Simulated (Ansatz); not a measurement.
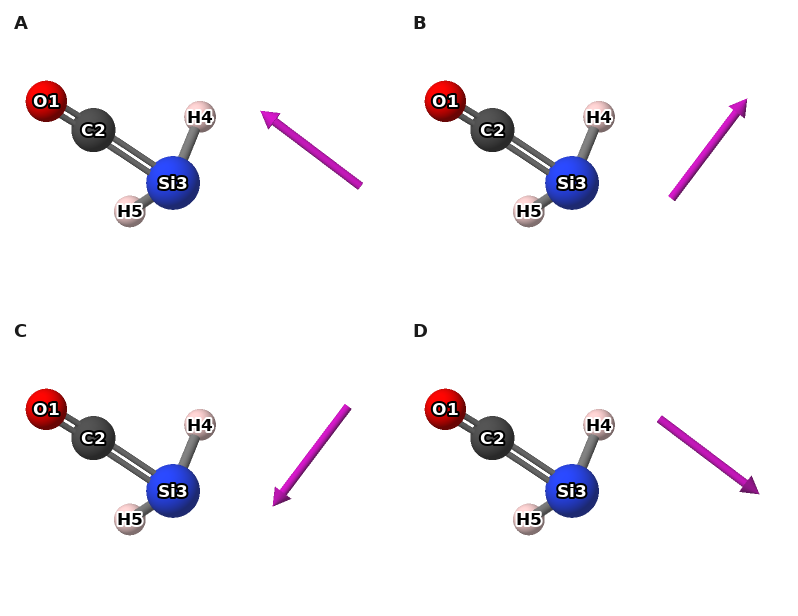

The same molecule four times, each with an arrow. The computed structure is the end point of a PBE0-D4/def2-TZVP optimisation. No frequency run is at hand to confirm it as a minimum. Method: RKS PBE0-D4/def2-TZVP (Ansatz 0.2.0).

**Which arrow points along the dipole moment, from the negative to the positive end?**

A. The dipole moment is 0.51 D; it points from the side of Si3 to the side of O1 (the outermost atoms at the two ends).
